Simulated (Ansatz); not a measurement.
**AlBFH₄N: basis-set convergence**

Aim: see how fast density functionals converge with the basis set for AlBFH₄N.

Method: one geometry, several basis sets; program: Ansatz 0.2.0, Gaussian basis.

The runs, in order: PBE0-D4/def2-SVP; ωB97M-V/def2-SVP; PBE0-D4/def2-QZVPP; ωB97M-V/def2-QZVPP; the functionals' def2-TZVPP values are taken from earlier runs.

### Step 1. The relaxed structure

All runs share one geometry, relaxed beforehand with PBE0-D4 in a triple-zeta def2 set.

SMILES `[NH2][AlH][BH]F`, 8 atoms, charge 0, spin multiplicity 1.

Atoms are counted from 1 here; the program's logs count them from 0.

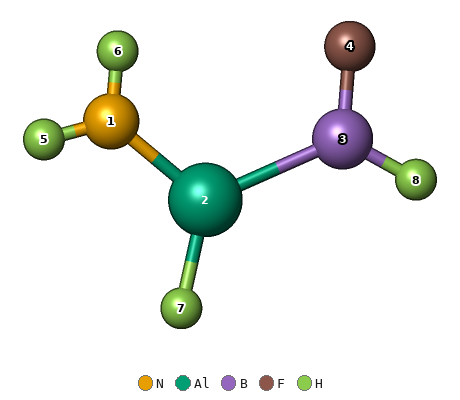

The geometry (nitrogen amber, aluminium teal, boron purple, fluorine brown, hydrogen green); atoms are numbered from 1 in the order of the file.

### Step 2. PBE0-D4 in def2-SVP

Input file in.yaml:

```yaml
crystal:
  periodic: [false, false, false]
  atoms:
    - {symbol: N, position_ang: [-1.034906, 1.237962, 0.178051]}
    - {symbol: Al, position_ang: [0.358392, 0.247183, 0.637004]}
    - {symbol: B, position_ang: [0.824043, -1.438581, -0.645947]}
    - {symbol: F, position_ang: [0.022085, -1.693008, -1.675482]}
    - {symbol: H, position_ang: [-1.365507, 2.050082, 0.674377]}
    - {symbol: H, position_ang: [-1.614466, 1.063463, -0.627727]}
    - {symbol: H, position_ang: [1.149375, 0.679517, 1.946212]}
    - {symbol: H, position_ang: [1.753185, -2.203819, -0.542388]}
basis:
  gaussian: {orbitals: def2-SVP}
hamiltonian: {xc: pbe0, dispersion: d4}
output: {orbitals: {seedname: orbitals}}
```

Started as:

```console
> ansatz run in.yaml --threads 2 --pin off --events-out ev --progress --plain --max-ram 4352MiB
```

After this run come: ωB97M-V in def2-SVP; PBE0-D4 in def2-QZVPP; ωB97M-V in def2-QZVPP.

Q: Predict the results of all the runs planned. Wanted: PBE0-D4: double and triple zeta above quadruple; ωB97M-V: double and triple zeta above quadruple.

As calculated:

| quantity | value |
| --- | --- |
| PBE0-D4: double and triple zeta above quadruple | 8.81, 0.49 eV |
| ωB97M-V: double and triple zeta above quadruple | 8.97, 0.47 eV |

What this shows: For PBE0-D4 the step from double to triple zeta gains 8.32 eV and the next only 0.49 eV. Total energies overstate the basis error of differences, where much of it tends to cancel.
